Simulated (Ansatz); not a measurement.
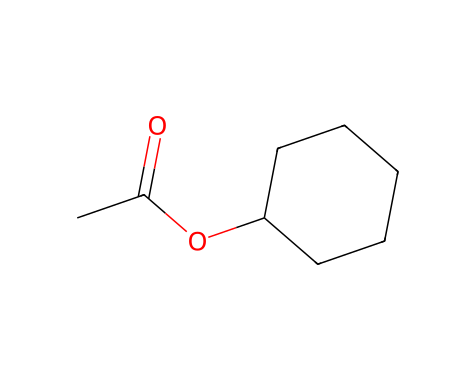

The drawing above gives the connectivity. The computed structure is the end point of a PBE-D4/def2-SVP optimisation. No frequency run is at hand to confirm it as a minimum.

Describe the 3D structure.

It has 24 atoms: 8 carbon, 14 hydrogen and 2 oxygen (C₈H₁₄O₂). As SMILES it reads `CC(=O)OC1CCCCC1`. Independent rings (smallest set): 1 of 6 members. Among its groups: ester. This geometry has C1 symmetry. Coordination: 7 C tetrahedral; 1 C trigonal planar; 1 O bent.

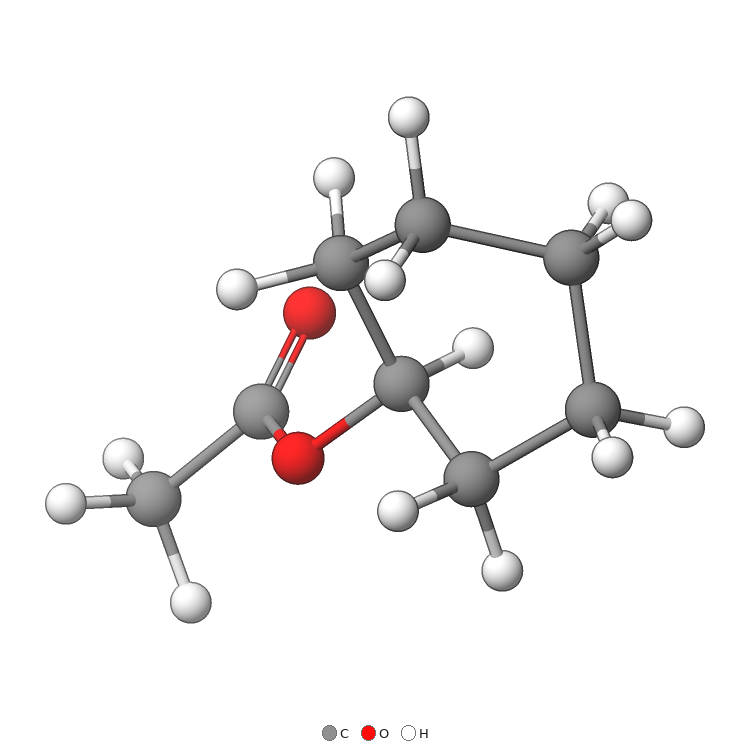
